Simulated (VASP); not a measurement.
Given:

```yaml
crystal:
  lattice:
    - [0.00000, 3.00596, 3.00596]
    - [3.00596, 0.00000, 3.00596]
    - [12.04205, 12.04205, -0.01820]
  atoms:
    - { symbol: Hg, position: [0.01445, 0.01445, 0.98917] }
    - { symbol: Hg, position: [0.00106, 0.00106, 0.24921] }
    - { symbol: Hg, position: [0.98600, 0.98600, 0.51050] }
    - { symbol: Hg, position: [0.99976, 0.99976, 0.75018] }
    - { symbol: Se, position: [0.25439, 0.25439, 0.05921] }
    - { symbol: Se, position: [0.24128, 0.24128, 0.31904] }
    - { symbol: S, position: [0.24496, 0.24496, 0.56628] }
    - { symbol: S, position: [0.25810, 0.25810, 0.80643] }
```

The numbers are results of PBEsol GGA, VASP's PBE PAW potentials (set 64) (plane waves; VASP 6.6.1), not measurements. Settings: 400 eV cut-off, 10×10×3 Γ-centred mesh, tetrahedra with Blöchl corrections, potentials Hg Se S.

Unless said otherwise, spin-orbit coupling is left out, though it shifts the bands of the heavy elements here.

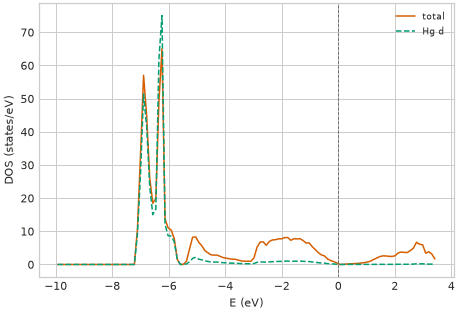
Total and projected density of states, zero at the Fermi level

Within 2 eV below the Fermi level the largest weight inside VASP's projection spheres is Se p, then S p.

It has no gap at this level: it comes out as a metal or semimetal.

The structure was generated: Hg4S2Se2 was put into an ordered model structure (R3m), which need not be its known phase. It was relaxed first.
